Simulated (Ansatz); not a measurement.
## Molecular dynamics of GeH2BrOF3 (part 1 of 3)

GeH2BrOF3, computed with RKS BHLYP-D4/def2-SVP (Ansatz 0.2.0).

It belongs to a series of runs on one base structure; here: dynamics from the highest image of the converged band.

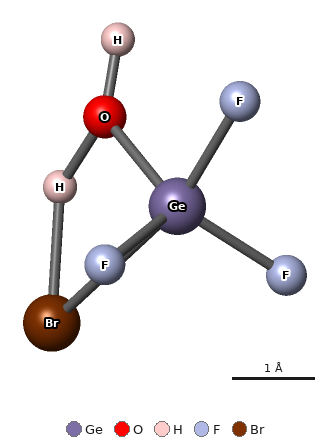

**Figure 1.** The starting structure (ball-and-stick view, seen at a tilt). Sticks mark near contacts.

Summary

- outcome: finished
- mean temperature over the second half: 758 K
- trajectory: 200 steps, 100 fs
- ensemble: nve
- temperature in the input: 300.0 K
- time step: 0.5 fs
- potential energy (last step): −136769.8831 eV
- mean-field energy (last step): −136769.6250 eV
- largest force (length of the vector) (last step): 1.752 eV/Å
- hardware: 4 threads of Arm Neoverse V1, 24 GiB of memory available, shared host
- wall time: 10 min (CPU time 39 min)
- peak memory: 0.4 GiB

Remarks

So short a trajectory is not equilibrated.

Input file
```yaml
crystal:
  periodic: [false, false, false]
  atoms:
    - { symbol: Ge, position_ang: [0.057684, -0.205042, 0.031885] }
    - { symbol: O, position_ang: [-0.062217, -0.233836, 1.844187] }
    - { symbol: H, position_ang: [-0.668097, 0.328064, 2.338379] }
    - { symbol: F, position_ang: [1.494812, 0.374281, -0.645745] }
    - { symbol: F, position_ang: [-0.969593, 1.15337, -0.130853] }
    - { symbol: F, position_ang: [-0.806266, -1.368983, -0.841238] }
    - { symbol: Br, position_ang: [1.52077, -2.286785, 1.112867] }
    - { symbol: H, position_ang: [0.621207, -1.225669, 2.042018] }
basis:
  gaussian: { orbitals: def2-SVP }
hamiltonian:
  xc: { name: BHLYP }
  dispersion: d4
md:
  timestep: 0.5
  n_steps: 200
  ensemble: nve
  temperature: 300.0
  initial_velocities: maxwell_boltzmann
  seed: 6952
```

Launched with:
```bash
ansatz run input.yaml --threads 4 --pin off --max-ram 5120MiB --backend cpu --events-out ev --progress --plain --runs-dir out
```

Output
```
Engine: ansatz 0.2.0, aarch64-unknown-linux-gnu
Functional definition: BHLYP
  parameter a = 0.5
  exchange = (1 - a)*b88_x + a*exact_x
  correlation = lyp_c
1332 factors; integrals over basis functions are off by at most 5.5e-4 eV
mean field evaluation 1: about -136763.7047 eV, gradient 5.8e1 eV
mean field evaluation 2: about -136762.5150 eV, gradient 6.8e1 eV
mean field evaluation 4: about -136769.1125 eV, gradient 1.3e0 eV
mean field evaluation 8: about -136769.1581 eV, gradient 4.9e-2 eV
mean field evaluation 16: about -136769.1581 eV, gradient 5.3e-5 eV
mean field -136769.15806329 eV, -5026.1738533607 hartree, gradient 5.3e-5 eV, S^2 0.000000; 0 other end points of the search recorded, 0 dependent functions left out
the calculation of the forces begins
reference -136769.15821737 eV, -5026.1738590233 hartree; 52, 52 occupied and 78, 78 virtual orbitals, 1332 factors
md step     0: t =     0.00 fs  T =   300.0 K  F+E_penalty+E_count = -136769.42443389 eV  E_kin = 0.232668 eV  conserved = -136769.19176589 eV  (26 SCF iters)
these checks for a lower state are left out or cut short: starts, cluster_reference, orbital_swaps, neighbouring_geometries, increment
1332 factors; integrals over basis functions are off by at most 5.6e-4 eV
mean field -136769.15247817 eV, -5026.1736481116 hartree, gradient 1.7e-5 eV, S^2 0.000000; 0 other end points of the search recorded, 0 dependent functions left out
the calculation of the forces begins
reference -136769.15263212 eV, -5026.1736537690 hartree; 52, 52 occupied and 78, 78 virtual orbitals, 1332 factors
md step     1: t =     0.50 fs  T =   293.0 K  F+E_penalty+E_count = -136769.41879205 eV  E_kin = 0.227227 eV  conserved = -136769.19156506 eV  (33 SCF iters)
[... from here on the SCF iterations and repeated set-up lines of each step are left out, up to the last step ...]
md step     2: t =     1.00 fs  T =   275.1 K  F+E_penalty+E_count = -136769.40454466 eV  E_kin = 0.213358 eV  conserved = -136769.19118629 eV  (33 SCF iters)
md step     3: t =     1.50 fs  T =   253.6 K  F+E_penalty+E_count = -136769.38746590 eV  E_kin = 0.196654 eV  conserved = -136769.19081181 eV  (33 SCF iters)
md step     4: t =     2.00 fs  T =   235.7 K  F+E_penalty+E_count = -136769.37340835 eV  E_kin = 0.182837 eV  conserved = -136769.19057150 eV  (34 SCF iters)
md step     5: t =     2.50 fs  T =   226.5 K  F+E_penalty+E_count = -136769.36616393 eV  E_kin = 0.175631 eV  conserved = -136769.19053316 eV  (33 SCF iters)
md step     6: t =     3.00 fs  T =   226.5 K  F+E_penalty+E_count = -136769.36633316 eV  E_kin = 0.175627 eV  conserved = -136769.19070615 eV  (33 SCF iters)
md step     7: t =     3.50 fs  T =   232.3 K  F+E_penalty+E_count = -136769.37117763 eV  E_kin = 0.180136 eV  conserved = -136769.19104172 eV  (33 SCF iters)
md step     8: t =     4.00 fs  T =   237.3 K  F+E_penalty+E_count = -136769.37546782 eV  E_kin = 0.184046 eV  conserved = -136769.19142168 eV  (33 SCF iters)
md step     9: t =     4.50 fs  T =   234.4 K  F+E_penalty+E_count = -136769.37344015 eV  E_kin = 0.181778 eV  conserved = -136769.19166251 eV  (33 SCF iters)
md step    10: t =     5.00 fs  T =   219.3 K  F+E_penalty+E_count = -136769.36168683 eV  E_kin = 0.170107 eV  conserved = -136769.19157988 eV  (33 SCF iters)
md step    11: t =     5.50 fs  T =   194.4 K  F+E_penalty+E_count = -136769.34187716 eV  E_kin = 0.150746 eV  conserved = -136769.19113153 eV  (32 SCF iters)
md step    12: t =     6.00 fs  T =   168.4 K  F+E_penalty+E_count = -136769.32114503 eV  E_kin = 0.130597 eV  conserved = -136769.19054781 eV  (34 SCF iters)
md step    13: t =     6.50 fs  T =   152.4 K  F+E_penalty+E_count = -136769.30844457 eV  E_kin = 0.118208 eV  conserved = -136769.19023693 eV  (25 SCF iters)
md step    14: t =     7.00 fs  T =   152.2 K  F+E_penalty+E_count = -136769.30847707 eV  E_kin = 0.118037 eV  conserved = -136769.19044044 eV  (25 SCF iters)
md step    15: t =     7.50 fs  T =   164.0 K  F+E_penalty+E_count = -136769.31817680 eV  E_kin = 0.127187 eV  conserved = -136769.19099011 eV  (33 SCF iters)
md step    16: t =     8.00 fs  T =   177.5 K  F+E_penalty+E_count = -136769.32914898 eV  E_kin = 0.137671 eV  conserved = -136769.19147847 eV  (28 SCF iters)
md step    17: t =     8.50 fs  T =   183.2 K  F+E_penalty+E_count = -136769.33368280 eV  E_kin = 0.142060 eV  conserved = -136769.19162287 eV  (33 SCF iters)
md step    18: t =     9.00 fs  T =   177.6 K  F+E_penalty+E_count = -136769.32914929 eV  E_kin = 0.137732 eV  conserved = -136769.19141766 eV  (32 SCF iters)
md step    19: t =     9.50 fs  T =   164.2 K  F+E_penalty+E_count = -136769.31834500 eV  E_kin = 0.127310 eV  conserved = -136769.19103501 eV  (33 SCF iters)
md step    20: t =    10.00 fs  T =   150.0 K  F+E_penalty+E_count = -136769.30701680 eV  E_kin = 0.116349 eV  conserved = -136769.19066738 eV  (33 SCF iters)
md step    21: t =    10.50 fs  T =   142.3 K  F+E_penalty+E_count = -136769.30084910 eV  E_kin = 0.110399 eV  conserved = -136769.19045024 eV  (26 SCF iters)
md step    22: t =    11.00 fs  T =   145.4 K  F+E_penalty+E_count = -136769.30324983 eV  E_kin = 0.112803 eV  conserved = -136769.19044634 eV  (26 SCF iters)
md step    23: t =    11.50 fs  T =   159.4 K  F+E_penalty+E_count = -136769.31427722 eV  E_kin = 0.123621 eV  conserved = -136769.19065600 eV  (26 SCF iters)
md step    24: t =    12.00 fs  T =   180.0 K  F+E_penalty+E_count = -136769.33063708 eV  E_kin = 0.139622 eV  conserved = -136769.19101540 eV  (33 SCF iters)
md step    25: t =    12.50 fs  T =   200.3 K  F+E_penalty+E_count = -136769.34674955 eV  E_kin = 0.155358 eV  conserved = -136769.19139152 eV  (33 SCF iters)
md step    26: t =    13.00 fs  T =   213.2 K  F+E_penalty+E_count = -136769.35692351 eV  E_kin = 0.165330 eV  conserved = -136769.19159377 eV  (33 SCF iters)
md step    27: t =    13.50 fs  T =   215.2 K  F+E_penalty+E_count = -136769.35831774 eV  E_kin = 0.166863 eV  conserved = -136769.19145440 eV  (33 SCF iters)
md step    28: t =    14.00 fs  T =   209.4 K  F+E_penalty+E_count = -136769.35337318 eV  E_kin = 0.162396 eV  conserved = -136769.19097669 eV  (32 SCF iters)
md step    29: t =    14.50 fs  T =   205.1 K  F+E_penalty+E_count = -136769.34952273 eV  E_kin = 0.159088 eV  conserved = -136769.19043449 eV  (33 SCF iters)
md step    30: t =    15.00 fs  T =   212.4 K  F+E_penalty+E_count = -136769.35495966 eV  E_kin = 0.164733 eV  conserved = -136769.19022626 eV  (33 SCF iters)
md step    31: t =    15.50 fs  T =   235.0 K  F+E_penalty+E_count = -136769.37279868 eV  E_kin = 0.182278 eV  conserved = -136769.19052095 eV  (32 SCF iters)
md step    32: t =    16.00 fs  T =   267.6 K  F+E_penalty+E_count = -136769.39865297 eV  E_kin = 0.207565 eV  conserved = -136769.19108801 eV  (33 SCF iters)
md step    33: t =    16.50 fs  T =   299.7 K  F+E_penalty+E_count = -136769.42398424 eV  E_kin = 0.232455 eV  conserved = -136769.19152969 eV  (32 SCF iters)
md step    34: t =    17.00 fs  T =   322.8 K  F+E_penalty+E_count = -136769.44198947 eV  E_kin = 0.250370 eV  conserved = -136769.19161912 eV  (27 SCF iters)
md step    35: t =    17.50 fs  T =   334.9 K  F+E_penalty+E_count = -136769.45115629 eV  E_kin = 0.259759 eV  conserved = -136769.19139711 eV  (33 SCF iters)
md step    36: t =    18.00 fs  T =   340.2 K  F+E_penalty+E_count = -136769.45486423 eV  E_kin = 0.263817 eV  conserved = -136769.19104738 eV  (32 SCF iters)
md step    37: t =    18.50 fs  T =   345.4 K  F+E_penalty+E_count = -136769.45865636 eV  E_kin = 0.267901 eV  conserved = -136769.19075555 eV  (33 SCF iters)
md step    38: t =    19.00 fs  T =   356.8 K  F+E_penalty+E_count = -136769.46732262 eV  E_kin = 0.276681 eV  conserved = -136769.19064118 eV  (33 SCF iters)
md step    39: t =    19.50 fs  T =   376.7 K  F+E_penalty+E_count = -136769.48293433 eV  E_kin = 0.292186 eV  conserved = -136769.19074860 eV  (33 SCF iters)
md step    40: t =    20.00 fs  T =   403.6 K  F+E_penalty+E_count = -136769.50406679 eV  E_kin = 0.313011 eV  conserved = -136769.19105531 eV  (33 SCF iters, 3 dispersion substeps)
md step    41: t =    20.50 fs  T =   431.5 K  F+E_penalty+E_count = -136769.52614439 eV  E_kin = 0.334673 eV  conserved = -136769.19147145 eV  (32 SCF iters, 3 dispersion substeps)
md step    42: t =    21.00 fs  T =   452.6 K  F+E_penalty+E_count = -136769.54289457 eV  E_kin = 0.351056 eV  conserved = -136769.19183876 eV  (32 SCF iters, 3 dispersion substeps)
md step    43: t =    21.50 fs  T =   460.2 K  F+E_penalty+E_count = -136769.54886832 eV  E_kin = 0.356911 eV  conserved = -136769.19195703 eV  (33 SCF iters, 3 dispersion substeps)
md step    44: t =    22.00 fs  T =   452.4 K  F+E_penalty+E_count = -136769.54252398 eV  E_kin = 0.350849 eV  conserved = -136769.19167455 eV  (32 SCF iters, 3 dispersion substeps)
md step    45: t =    22.50 fs  T =   435.0 K  F+E_penalty+E_count = -136769.52840591 eV  E_kin = 0.337366 eV  conserved = -136769.19104024 eV  (32 SCF iters, 3 dispersion substeps)
md step    46: t =    23.00 fs  T =   420.1 K  F+E_penalty+E_count = -136769.51621222 eV  E_kin = 0.325827 eV  conserved = -136769.19038493 eV  (32 SCF iters, 3 dispersion substeps)
md step    47: t =    23.50 fs  T =   419.8 K  F+E_penalty+E_count = -136769.51576632 eV  E_kin = 0.325615 eV  conserved = -136769.19015160 eV  (33 SCF iters, 3 dispersion substeps)
md step    48: t =    24.00 fs  T =   438.4 K  F+E_penalty+E_count = -136769.53054897 eV  E_kin = 0.340027 eV  conserved = -136769.19052198 eV  (33 SCF iters, 3 dispersion substeps)
md step    49: t =    24.50 fs  T =   469.1 K  F+E_penalty+E_count = -136769.55505667 eV  E_kin = 0.363813 eV  conserved = -136769.19124341 eV  (33 SCF iters, 3 dispersion substeps)
md step    50: t =    25.00 fs  T =   498.4 K  F+E_penalty+E_count = -136769.57843660 eV  E_kin = 0.386570 eV  conserved = -136769.19186691 eV  (32 SCF iters, 3 dispersion substeps)
md step    51: t =    25.50 fs  T =   514.5 K  F+E_penalty+E_count = -136769.59111999 eV  E_kin = 0.399021 eV  conserved = -136769.19209934 eV  (28 SCF iters, 3 dispersion substeps)
md step    52: t =    26.00 fs  T =   512.4 K  F+E_penalty+E_count = -136769.58935276 eV  E_kin = 0.397424 eV  conserved = -136769.19192873 eV  (33 SCF iters, 3 dispersion substeps)
md step    53: t =    26.50 fs  T =   495.2 K  F+E_penalty+E_count = -136769.57560747 eV  E_kin = 0.384089 eV  conserved = -136769.19151853 eV  (33 SCF iters, 3 dispersion substeps)
md step    54: t =    27.00 fs  T =   470.8 K  F+E_penalty+E_count = -136769.55621498 eV  E_kin = 0.365152 eV  conserved = -136769.19106338 eV  (33 SCF iters, 3 dispersion substeps)
md step    55: t =    27.50 fs  T =   448.2 K  F+E_penalty+E_count = -136769.53833504 eV  E_kin = 0.347621 eV  conserved = -136769.19071436 eV  (32 SCF iters, 3 dispersion substeps)
md step    56: t =    28.00 fs  T =   434.5 K  F+E_penalty+E_count = -136769.52752710 eV  E_kin = 0.336968 eV  conserved = -136769.19055889 eV  (33 SCF iters, 3 dispersion substeps)
md step    57: t =    28.50 fs  T =   432.8 K  F+E_penalty+E_count = -136769.52631142 eV  E_kin = 0.335688 eV  conserved = -136769.19062380 eV  (32 SCF iters, 3 dispersion substeps)
md step    58: t =    29.00 fs  T =   442.1 K  F+E_penalty+E_count = -136769.53374575 eV  E_kin = 0.342874 eV  conserved = -136769.19087208 eV  (33 SCF iters, 3 dispersion substeps)
md step    59: t =    29.50 fs  T =   457.6 K  F+E_penalty+E_count = -136769.54607042 eV  E_kin = 0.354876 eV  conserved = -136769.19119483 eV  (33 SCF iters, 3 dispersion substeps)
md step    60: t =    30.00 fs  T =   473.3 K  F+E_penalty+E_count = -136769.55850122 eV  E_kin = 0.367082 eV  conserved = -136769.19141905 eV  (32 SCF iters, 3 dispersion substeps)
md step    61: t =    30.50 fs  T =   485.5 K  F+E_penalty+E_count = -136769.56791942 eV  E_kin = 0.376541 eV  conserved = -136769.19137846 eV  (33 SCF iters, 3 dispersion substeps)
md step    62: t =    31.00 fs  T =   495.4 K  F+E_penalty+E_count = -136769.57528668 eV  E_kin = 0.384233 eV  conserved = -136769.19105356 eV  (33 SCF iters, 3 dispersion substeps)
md step    63: t =    31.50 fs  T =   509.3 K  F+E_penalty+E_count = -136769.58569867 eV  E_kin = 0.395019 eV  conserved = -136769.19067944 eV  (33 SCF iters, 3 dispersion substeps)
md step    64: t =    32.00 fs  T =   533.9 K  F+E_penalty+E_count = -136769.60471067 eV  E_kin = 0.414084 eV  conserved = -136769.19062694 eV  (32 SCF iters, 3 dispersion substeps)
md step    65: t =    32.50 fs  T =   569.7 K  F+E_penalty+E_count = -136769.63289073 eV  E_kin = 0.441830 eV  conserved = -136769.19106116 eV  (32 SCF iters, 3 dispersion substeps)
md step    66: t =    33.00 fs  T =   608.3 K  F+E_penalty+E_count = -136769.66349642 eV  E_kin = 0.471756 eV  conserved = -136769.19174084 eV  (33 SCF iters, 3 dispersion substeps)
md step    67: t =    33.50 fs  T =   636.7 K  F+E_penalty+E_count = -136769.68605156 eV  E_kin = 0.493829 eV  conserved = -136769.19222236 eV  (32 SCF iters, 3 dispersion substeps)
md step    68: t =    34.00 fs  T =   645.6 K  F+E_penalty+E_count = -136769.69295158 eV  E_kin = 0.500708 eV  conserved = -136769.19224351 eV  (33 SCF iters, 3 dispersion substeps)
md step    69: t =    34.50 fs  T =   634.3 K  F+E_penalty+E_count = -136769.68373656 eV  E_kin = 0.491939 eV  conserved = -136769.19179721 eV  (28 SCF iters, 3 dispersion substeps)
md step    70: t =    35.00 fs  T =   610.9 K  F+E_penalty+E_count = -136769.66495121 eV  E_kin = 0.473808 eV  conserved = -136769.19114332 eV  (32 SCF iters, 3 dispersion substeps)
md step    71: t =    35.50 fs  T =   587.9 K  F+E_penalty+E_count = -136769.64649782 eV  E_kin = 0.455931 eV  conserved = -136769.19056692 eV  (32 SCF iters, 3 dispersion substeps)
md step    72: t =    36.00 fs  T =   576.3 K  F+E_penalty+E_count = -136769.63724881 eV  E_kin = 0.446968 eV  conserved = -136769.19028057 eV  (33 SCF iters, 3 dispersion substeps)
md step    73: t =    36.50 fs  T =   581.9 K  F+E_penalty+E_count = -136769.64168084 eV  E_kin = 0.451310 eV  conserved = -136769.19037122 eV  (33 SCF iters, 3 dispersion substeps)
md step    74: t =    37.00 fs  T =   603.0 K  F+E_penalty+E_count = -136769.65843975 eV  E_kin = 0.467642 eV  conserved = -136769.19079777 eV  (32 SCF iters, 3 dispersion substeps)
md step    75: t =    37.50 fs  T =   631.2 K  F+E_penalty+E_count = -136769.68093540 eV  E_kin = 0.489519 eV  conserved = -136769.19141652 eV  (32 SCF iters, 3 dispersion substeps)
md step    76: t =    38.00 fs  T =   654.5 K  F+E_penalty+E_count = -136769.69960309 eV  E_kin = 0.507589 eV  conserved = -136769.19201436 eV  (32 SCF iters, 3 dispersion substeps)
md step    77: t =    38.50 fs  T =   661.4 K  F+E_penalty+E_count = -136769.70531152 eV  E_kin = 0.512967 eV  conserved = -136769.19234406 eV  (32 SCF iters, 3 dispersion substeps)
md step    78: t =    39.00 fs  T =   646.0 K  F+E_penalty+E_count = -136769.69324467 eV  E_kin = 0.501041 eV  conserved = -136769.19220360 eV  (32 SCF iters, 3 dispersion substeps)
md step    79: t =    39.50 fs  T =   611.6 K  F+E_penalty+E_count = -136769.66590418 eV  E_kin = 0.474319 eV  conserved = -136769.19158556 eV  (32 SCF iters, 3 dispersion substeps)
md step    80: t =    40.00 fs  T =   570.1 K  F+E_penalty+E_count = -136769.63297780 eV  E_kin = 0.442181 eV  conserved = -136769.19079719 eV  (34 SCF iters, 3 dispersion substeps)
md step    81: t =    40.50 fs  T =   536.7 K  F+E_penalty+E_count = -136769.60653920 eV  E_kin = 0.416212 eV  conserved = -136769.19032762 eV  (34 SCF iters, 3 dispersion substeps)
md step    82: t =    41.00 fs  T =   520.1 K  F+E_penalty+E_count = -136769.59379476 eV  E_kin = 0.403351 eV  conserved = -136769.19044376 eV  (34 SCF iters, 3 dispersion substeps)
md step    83: t =    41.50 fs  T =   518.6 K  F+E_penalty+E_count = -136769.59316312 eV  E_kin = 0.402219 eV  conserved = -136769.19094461 eV  (33 SCF iters, 3 dispersion substeps)
md step    84: t =    42.00 fs  T =   523.2 K  F+E_penalty+E_count = -136769.59712632 eV  E_kin = 0.405736 eV  conserved = -136769.19139048 eV  (33 SCF iters, 3 dispersion substeps)
md step    85: t =    42.50 fs  T =   525.0 K  F+E_penalty+E_count = -136769.59868491 eV  E_kin = 0.407178 eV  conserved = -136769.19150664 eV  (34 SCF iters, 3 dispersion substeps)
md step    86: t =    43.00 fs  T =   521.3 K  F+E_penalty+E_count = -136769.59564908 eV  E_kin = 0.404330 eV  conserved = -136769.19131938 eV  (35 SCF iters, 3 dispersion substeps)
md step    87: t =    43.50 fs  T =   515.1 K  F+E_penalty+E_count = -136769.59051780 eV  E_kin = 0.399495 eV  conserved = -136769.19102251 eV  (28 SCF iters, 3 dispersion substeps)
md step    88: t =    44.00 fs  T =   511.7 K  F+E_penalty+E_count = -136769.58766510 eV  E_kin = 0.396856 eV  conserved = -136769.19080953 eV  (34 SCF iters, 3 dispersion substeps)
md step    89: t =    44.50 fs  T =   515.2 K  F+E_penalty+E_count = -136769.59034950 eV  E_kin = 0.399560 eV  conserved = -136769.19078907 eV  (34 SCF iters, 3 dispersion substeps)
```
